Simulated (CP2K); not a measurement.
# One shape, several levels: C2H2F2 (vinylidene fluoride)

We compute a comparison of 3 runs (HF/3-21G, AM1, PM6) of C2H2F2 (vinylidene fluoride). 

The calculation is run with CP2K 2026.2.

### Step 1. The structure to begin with

The species is C2H2F2 (6 atoms), meant as a singlet with charge 0. SMILES: `C=C(F)F`. The C2–F3 distance was set to 1.707 Å, away from the relaxed value.

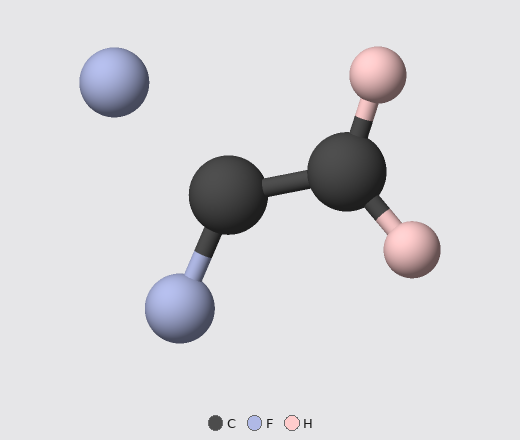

The structure, seen from a chosen angle (carbon dark grey, fluorine light blue, hydrogen pink).

### Step 2. The energy at HF/3-21G (run 1)

job.inp

```
&GLOBAL
    PROJECT_NAME job
    RUN_TYPE ENERGY
    PRINT_LEVEL MEDIUM
&END

&FORCE_EVAL
    METHOD QUICKSTEP
    &DFT
        BASIS_SET_FILE_NAME ./3_21g.basis
        POTENTIAL_FILE_NAME POTENTIAL
        &QS
            METHOD GAPW
            EPS_DEFAULT 1.0E-10
        &END
        &MGRID
            CUTOFF 280
            REL_CUTOFF 50
            NGRIDS 4
        &END
        &POISSON
            PERIODIC NONE
            POISSON_SOLVER MULTIPOLE
        &END
        &SCF
            SCF_GUESS ATOMIC
            EPS_SCF 1.0E-07
            MAX_SCF 100
            ADDED_MOS 3
            &DIAGONALIZATION
                ALGORITHM STANDARD
            &END
            &MIXING
                METHOD DIRECT_P_MIXING
                ALPHA 0.4
            &END
        &END
        &XC
            &XC_FUNCTIONAL NONE
            &END
            &HF
                FRACTION 1
                &SCREENING
                    EPS_SCHWARZ 1.0E-10
                &END
                &MEMORY
                    MAX_MEMORY 1050
                &END
            &END
        &END
        &PRINT
            &MOMENTS
                PERIODIC F
                REFERENCE COM
                MAX_MOMENT 1
            &END
            &MO ON
                ENERGIES T
                OCCUPATION_NUMBERS T
                NDIGITS 6
                &EACH
                    QS_SCF 0
                &END
                ADD_LAST NUMERIC
            &END
            &LOWDIN ON
            &END
            &HIRSHFELD OFF
            &END
        &END
    &END
    &SUBSYS
        &CELL
            ABC 8.7 9.7 10.5
            PERIODIC NONE
        &END
        &COORD
            C      4.177300     5.389650     4.467882
            C      4.398200     4.524050     5.432382
            F      3.670336     4.564350     6.976118
            F      5.212400     3.496550     5.355282
            H      4.687400     5.279250     3.523882
            H      3.487600     6.203450     4.628082
        &END
        &KIND C
            BASIS_SET 3-21G
            POTENTIAL ALL
            LEBEDEV_GRID 194
            RADIAL_GRID 100
        &END
        &KIND F
            BASIS_SET 3-21G
            POTENTIAL ALL
            LEBEDEV_GRID 194
            RADIAL_GRID 100
        &END
        &KIND H
            BASIS_SET 3-21G
            POTENTIAL ALL
            LEBEDEV_GRID 194
            RADIAL_GRID 100
        &END
    &END
&END
```

On the command line:

```sh
$ OMP_NUM_THREADS=1 cp2k.psmp -i job.inp -o job.out
```

What it wrote:

```text
CP2K| version string:                                       CP2K version 2026.2
[...]
 GLOBAL| Method name                                                        CP2K
[...]
 GLOBAL| Run type                                                         ENERGY
[...]
 DFT| Spin restricted Kohn-Sham (RKS) calculation                            RKS
 DFT| Multiplicity                                                             1
[...]
 DFT| Charge                                                                   0
[...]
 QS| Method:                                                                GAPW
[...]
 QS| Density cutoff [a.u.]:                                                140.0
[...]
 QS| Relative density cutoff [a.u.]:                                        25.0
[...]
                             - Atoms:                                          6
[...]
                             - Spherical basis functions:                     40
[...]
 Number of electrons:                                                         32
[...]
     1 P_Mix/Diag. 0.40E+00    0.5     0.78839651      -274.6299099062 -2.75E+02
[...]
    20 DIIS/Diag.  0.18E-06    0.2     0.00000003      -274.1801950808 -3.41E-13
  *** SCF run converged in    20 steps ***
[...]
  Overlap energy of the core charge distribution:               0.00000927417623
  Self energy of the core charge distribution:               -270.17322052543756
  Core Hamiltonian energy:                                    -22.51687540654776
  Hartree energy:                                              72.86143351121713
  Exchange-correlation energy:                                  0.00000000000000
  Hartree-Fock Exchange energy:                               -30.97754985815896
[...]
 ENERGY| Total FORCE_EVAL ( QS ) energy [hartree]           -274.180195080838928
[...]
```

Wall time 5.4 s (1 thread of Arm Neoverse V1, shared host); peak memory 0.47 GiB.

### Step 3. A single-point energy at AM1 (run 2)

run.inp

```
&GLOBAL
   PROJECT_NAME run
   RUN_TYPE ENERGY
   PRINT_LEVEL MEDIUM
&END GLOBAL
&FORCE_EVAL
   METHOD QS
   &DFT
      &QS
         METHOD AM1
         EPS_DEFAULT 1.0E-10
         &SE
            &COULOMB
               CUTOFF [angstrom] 50
               RC_RANGE [angstrom] 0
            &END COULOMB
            &EXCHANGE
               CUTOFF [angstrom] 50
               RC_RANGE [angstrom] 0
            &END EXCHANGE
         &END SE
      &END QS
      # cluster boundary conditions
      &POISSON
         PERIODIC NONE
         POISSON_SOLVER ANALYTIC
      &END POISSON
      # self-consistent field
      &SCF
         SCF_GUESS ATOMIC
         EPS_SCF 1.0E-07
         MAX_SCF 80
         ADDED_MOS 2
         &DIAGONALIZATION
            ALGORITHM STANDARD
         &END DIAGONALIZATION
         &MIXING
            METHOD DIRECT_P_MIXING
            ALPHA 0.4
         &END MIXING
      &END SCF
      &PRINT
         &MOMENTS
            PERIODIC F
            REFERENCE COM
            MAX_MOMENT 1
         &END MOMENTS
         &MO ON
            ENERGIES T
            OCCUPATION_NUMBERS T
            NDIGITS 6
            &EACH
               QS_SCF 0
            &END EACH
            ADD_LAST NUMERIC
         &END MO
         &HIRSHFELD OFF
         &END HIRSHFELD
      &END PRINT
   &END DFT
   # structure
   &SUBSYS
      &CELL
         ABC 11.7 12.7 13.5
         PERIODIC NONE
      &END CELL
      &COORD
         UNIT bohr
         C      0.0983867     0.8724866    -1.7019554
         C      0.5158272    -0.7632604     0.1206855
         F     -0.8596364    -0.6871044     3.0379237
         F      2.0544422    -2.7049540    -0.0250124
         H      1.0623360     0.6638608    -3.4858568
         H     -1.2049574     2.4103457    -1.3992213
      &END COORD
      &TOPOLOGY
         &CENTER_COORDINATES
         &END CENTER_COORDINATES
      &END TOPOLOGY
   &END SUBSYS
&END FORCE_EVAL
```

On the command line:

```sh
$ OMP_NUM_THREADS=1 cp2k.psmp -i run.inp -o run.out
```

What it wrote:

```text
CP2K| version string:                                       CP2K version 2026.2
[...]
 GLOBAL| Method name                                                        CP2K
[...]
 GLOBAL| Run type                                                         ENERGY
[...]
                             - Atoms:                                          6
[...]
                             - Spherical basis functions:                     18
[...]
 Number of electrons:                                                         24
[...]
     1 P_Mix/Diag. 0.40E+00    0.0     0.63982886       -41.3016269353 -4.13E+01
[...]
    21 DIIS/Diag.  0.27E-07    0.0     0.00000004       -45.9791111228 -2.84E-14
  *** SCF run converged in    21 steps ***
  Core-core repulsion energy [eV]:                           1429.53417344947798
  Core Hamiltonian energy [eV]:                             -2060.66917764962727
  Two-electron integral energy [eV]:                        -1240.04047588938670
  Electronic energy [eV]:                                   -2680.68941559432096
  Total energy [eV]:                                        -1251.15524214484276
  Atomic reference energy [eV]:                              1249.98359886118396
  Heat of formation [kcal/mol]:                               -27.01873812542791
[...]
 SE_DIPOLE| Moment [Debye]         -0.25140443      -0.87974896       2.03411397
 SE_DIPOLE| Derivative [a.u.]       0.00000000       0.00000000       0.00000000
 ENERGY| Total FORCE_EVAL ( QS ) energy [hartree]            -45.979111122766000
[...]
```

It took 0.3 s on 1 thread of Arm Neoverse V1, shared host.

### Step 4. A single-point energy at PM6 (run 3)

molecule.inp

```
&GLOBAL
  PROJECT molecule
  RUN_TYPE ENERGY
  PRINT_LEVEL MEDIUM
&END

&FORCE_EVAL
  METHOD QUICKSTEP
  &DFT
    CHARGE 0
    MULTIPLICITY 1
    &QS
      METHOD PM6
      EPS_DEFAULT 1.0E-10
      &SE
        &COULOMB
          CUTOFF [angstrom] 50
          RC_RANGE [angstrom] 0
        &END
        &EXCHANGE
          CUTOFF [angstrom] 50
          RC_RANGE [angstrom] 0
        &END
      &END
    &END
    &POISSON
      PERIODIC NONE
      POISSON_SOLVER ANALYTIC
    &END
    &SCF
      SCF_GUESS ATOMIC
      EPS_SCF 1.0E-06
      MAX_SCF 150
      ADDED_MOS 4
      &DIAGONALIZATION
        ALGORITHM STANDARD
      &END
      &MIXING
        METHOD DIRECT_P_MIXING
        ALPHA 0.4
      &END
    &END
    &PRINT
      &MOMENTS
        PERIODIC F
        REFERENCE COM
        MAX_MOMENT 1
      &END
      &MO ON
        ENERGIES T
        OCCUPATION_NUMBERS T
        NDIGITS 6
        &EACH
          QS_SCF 0
        &END
        ADD_LAST NUMERIC
      &END
      &HIRSHFELD OFF
      &END
    &END
  &END
  &SUBSYS
    &CELL
      ABC [angstrom] 9.7 10.7 11.5
      PERIODIC NONE
    &END
    &COORD
      C      0.052064     0.461700    -0.900636
      C      0.272964    -0.403900     0.063864
      F     -0.454900    -0.363600     1.607600
      F      1.087164    -1.431400    -0.013236
      H      0.562164     0.351300    -1.844636
      H     -0.637636     1.275500    -0.740436
    &END
    &TOPOLOGY
      &CENTER_COORDINATES
      &END
    &END
  &END
&END
```

On the command line:

```sh
$ OMP_NUM_THREADS=1 cp2k.psmp molecule.inp > molecule.out
```

What it wrote:

```text
CP2K| version string:                                       CP2K version 2026.2
[...]
 GLOBAL| Method name                                                        CP2K
[...]
 GLOBAL| Run type                                                         ENERGY
[...]
                             - Atoms:                                          6
[...]
                             - Spherical basis functions:                     18
[...]
 Number of electrons:                                                         24
[...]
     1 P_Mix/Diag. 0.40E+00    0.0     0.69724047       -40.3317911535 -4.03E+01
[...]
    22 DIIS/Diag.  0.16E-06    0.0     0.00000030       -44.5382201746 -1.12E-11
  *** SCF run converged in    22 steps ***
  Core-core repulsion energy [eV]:                           1405.70192347739635
  Core Hamiltonian energy [eV]:                             -2011.36645205137233
  Two-electron integral energy [eV]:                        -1212.56415376817677
  Electronic energy [eV]:                                   -2617.64852893546094
  Total energy [eV]:                                        -1211.94660545806460
  Atomic reference energy [eV]:                              1210.19023486118363
  Heat of formation [kcal/mol]:                               -40.50287136894542
[...]
 SE_DIPOLE| Moment [Debye]         -0.35588451      -0.69707634       1.95874247
 SE_DIPOLE| Derivative [a.u.]       0.00000000       0.00000000       0.00000000
 ENERGY| Total FORCE_EVAL ( QS ) energy [hartree]            -44.538220174570753
[...]
```

It took 0.3 s on 1 thread of Arm Neoverse V1, shared host.

### Step 5. Overview of the runs

```csv
run,level,scheme,iteration cap,energy (Eh),dipole moment (D),HOMO energy (eV),LUMO energy (eV),wall time
1,HF/3-21G,GAPW,100,-274.180195,3.04,-11.55,4.16,5.4 s
2,AM1,–,80,-45.979111,2.23,-10.91,0.29,0.3 s
3,PM6,–,150,-44.538220,2.11,-11.52,-0.42,0.3 s
```

### Step 6. Outcome

| quantity | value |
| --- | --- |
| run 3: total energy | -44.53822 Eh |
| run 3: dipole moment | 2.11 D |
| run 3: HOMO energy | -11.52 eV |
| run 3: LUMO energy | -0.42 eV |
| run 3: HOMO–LUMO gap | 11.10 eV |
| run 3: heat of formation | -40.5 kcal/mol |

In words: The dipole moment (its size) runs from 2.11 D (PM6) to 3.04 D (HF/3-21G). The two ends differ in method and basis and Hamiltonian. The HOMO–LUMO gap runs from 11.10 eV (PM6) to 15.70 eV (HF/3-21G). Force-field and semi-empirical energies have zeros of their own, so their totals don't compare. All runs together took 6 s, the longest 5.4 s.
